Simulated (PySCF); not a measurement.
**[BF2]+ (SMILES F[B+]F): B3LYP/STO-3G**

What is the vertical ionisation energy of [BF2]+ at B3LYP/STO-3G? The job is set up through a Python script.

The results are computed with PySCF 2.14.0.

7 further runs of the same task are left out: 7 set aside as unsound or not needed.

## (1) The structure to begin with

[BF2]+: 3 atoms, total charge +1, spin state singlet. As SMILES, `F[B+]F`. The shape is that of a GFN2-xTB optimisation.

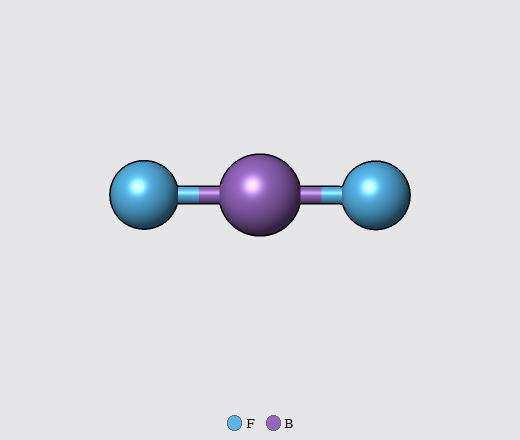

The structure, seen from a chosen angle (fluorine blue, boron purple).

## (2) The energy at B3LYP/STO-3G

Contents of run.py:

```python
# F[B+]F
from pyscf import gto, dft

system = gto.Mole()
system.atom = '''
F      0.327370     1.133870     0.305680
B      0.000740    -0.000320     0.000370
F     -0.328120    -1.133550    -0.306050
'''
system.max_memory = 1860
system.basis = 'sto-3g'
system.charge = 1
system.spin = 0
system.verbose = 4
system.build()

calc0 = dft.RKS(system)
calc0.xc = 'b3lyp'
calc0.grids.level = 5
calc0.conv_tol = 1e-10
calc0.kernel()
if not calc0.converged:
    calc0 = calc0.newton().run(calc0.mo_coeff, calc0.mo_occ)

energy = calc0.e_tot
print('E(%s) = %.9f' % ('B3LYP', energy))
```

Run with:

```bash
$ OMP_NUM_THREADS=1 python run.py
```

What it wrote:

```text
PySCF version 2.14.0

[INPUT] num. atoms = 3
[INPUT] num. electrons = 22
[INPUT] charge = 1
[INPUT] spin (= nelec alpha-beta = 2S) = 0
[INPUT] symmetry False subgroup None
[INPUT] Mole.unit = angstrom
[INPUT] Symbol           X                Y                Z      unit          X                Y                Z       unit  Magmom
[INPUT]  1 F      0.327370000000   1.133870000000   0.305680000000 AA    0.618639641399   2.142703760861   0.577651481757 Bohr   0.0
[INPUT]  2 B      0.000740000000  -0.000320000000   0.000370000000 AA    0.001398397332  -0.000604712360   0.000699198666 Bohr   0.0
[INPUT]  3 F     -0.328120000000  -1.133550000000  -0.306050000000 AA   -0.620056935992  -2.142099048501  -0.578350680423 Bohr   0.0

nuclear repulsion = 56.6451617819514
number of shells = 9
number of NR pGTOs = 45
number of NR cGTOs = 15
basis = sto-3g
ecp = {}

******** <class 'pyscf.dft.rks.RKS'> ********
method = RKS
initial guess = minao
damping factor = 0
level_shift factor = 0
DIIS = <class 'pyscf.scf.diis.CDIIS'>
diis_start_cycle = 1
diis_space = 8
diis_damp = 0
SCF conv_tol = 1e-10
SCF conv_tol_grad = None
SCF max_cycles = 50
direct_scf = True
direct_scf_tol = 1e-13
XC library pyscf.dft.libxc version 7.0.0
    S. Lehtola, C. Steigemann, M. J.T. Oliveira, and M. A.L. Marques.,  SoftwareX 7, 1–5 (2018)
XC functionals = b3lyp
    P. J. Stephens, F. J. Devlin, C. F. Chabalowski, and M. J. Frisch.,  J. Phys. Chem. 98, 11623 (1994)
radial grids:
    Treutler-Ahlrichs [JCP 102, 346 (1995); DOI:10.1063/1.469408] (M4) radial grids

becke partition: Becke, JCP 88, 2547 (1988); DOI:10.1063/1.454033
pruning grids: <function nwchem_prune>
grids dens level: 5
symmetrized grids: False
atomic radii adjust function: <function treutler_atomic_radii_adjust>
small_rho_cutoff = 0
Set gradient conv threshold to 1e-05
Initial guess from minao.
tot grids = 130920
init E= -221.815218082605
  HOMO = -0.483956165486292  LUMO = 0.0760294288419126  gap/eV = 15.23798
cycle= 1 E= -221.015308715155  delta_E=  0.8  |g|= 0.537  |ddm|= 2.51
  HOMO = -0.607584599833488  LUMO = -0.258863825993664  gap/eV = 9.48918
cycle= 2 E= -220.9169436163  delta_E= 0.0984  |g|= 0.851  |ddm|= 1.57
  HOMO = -0.710002018797422  LUMO = -0.249742625005904  gap/eV = 12.52430
cycle= 3 E= -221.121466332136  delta_E= -0.205  |g|= 0.0173  |ddm|= 0.86
  HOMO = -0.712976855445997  LUMO = -0.248238609473712  gap/eV = 12.64617
cycle= 4 E= -221.121552580936  delta_E= -8.62e-05  |g|= 0.000713  |ddm|= 0.0197
  HOMO = -0.712977632401868  LUMO = -0.24817085594686  gap/eV = 12.64804
cycle= 5 E= -221.121552748511  delta_E= -1.68e-07  |g|= 7.21e-05  |ddm|= 0.00118
  HOMO = -0.712978439217754  LUMO = -0.248173659844018  gap/eV = 12.64798
cycle= 6 E= -221.12155274737  delta_E= 1.14e-09  |g|= 9.61e-05  |ddm|= 0.000188
  HOMO = -0.712978819592148  LUMO = -0.248174558174918  gap/eV = 12.64797
cycle= 7 E= -221.121552750204  delta_E= -2.83e-09  |g|= 1.14e-06  |ddm|= 0.000107
  HOMO = -0.712979078133993  LUMO = -0.24817456176768  gap/eV = 12.64798
cycle= 8 E= -221.121552750205  delta_E= -4.55e-13  |g|= 1.08e-08  |ddm|= 1.24e-06
  HOMO = -0.712979069013992  LUMO = -0.248174559537839  gap/eV = 12.64797
Extra cycle  E= -221.121552750205  delta_E= -1.71e-13  |g|= 1.1e-08  |ddm|= 2.47e-08
converged SCF energy = -221.121552750205
E(B3LYP) = -221.121552750
```

Run time: 1.9 s. Hardware: 1 thread of Intel Xeon Platinum 8488C (Sapphire Rapids), shared host; peak memory 0.18 GiB.

## (3) Doublet [BF2]2+, same level

Contents of job.py:

```python
from pyscf import gto, dft

mol = gto.M(
    atom='F 0.327370 1.133870 0.305680; B 0.000740 -0.000320 0.000370; F -0.328120 -1.133550 -0.306050',
    charge=2,
    basis='sto-3g',
    max_memory=1860,
    verbose=3,
    spin=1,
)

mf = dft.UKS(mol, xc='b3lyp')
mf.conv_tol = 1e-10
mf.grids.level = 5
mf.kernel()
if not mf.converged:
    mf = mf.newton().run(mf.mo_coeff, mf.mo_occ)

e_final = mf.e_tot
print('E(%s) = %.9f' % ('B3LYP', e_final))
```

Run with:

```bash
$ OMP_NUM_THREADS=1 python job.py
```

What it wrote:

```text
converged SCF energy = -220.232656871866  <S^2> = 0.77224053  2S+1 = 2.0221182
E(B3LYP) = -220.232656872
```

It took 3.6 s on 1 thread of Intel Xeon Platinum 8488C (Sapphire Rapids), shared host; peak memory 0.19 GiB.

## (4) What came out

At B3LYP/STO-3G:

| quantity | value |
| --- | --- |
| singlet [BF2]+: total energy | -221.12155 Eh |
| singlet [BF2]+: HOMO energy | -19.40 eV |
| singlet [BF2]+: LUMO energy | -6.75 eV |
| singlet [BF2]+: HOMO–LUMO gap | 12.65 eV |
| doublet [BF2]2+: total energy | -220.23266 Eh |
| doublet [BF2]2+: HOMO energy (highest over α and β) | -32.11 eV |
| doublet [BF2]2+: LUMO energy (lowest over α and β) | -28.95 eV |
| doublet [BF2]2+: ⟨S²⟩ | 0.772 |
| vertical ionisation energy (to the doublet dication) | 24.188 eV |

**Reading.** The vertical ionisation energy comes to 24.19 eV (558 kcal/mol). The negative HOMO energy of the first species, 19.40 eV, lies 4.79 eV below that difference. In a minimal basis such a difference can be off by several eV, whatever the method. Mulliken charges (singlet [BF2]+) run from +0.08 on F1 to +0.83 on B2. Mulliken charges (doublet [BF2]2+) run from +0.39 on F1 to +1.22 on B2; they depend strongly on the basis.
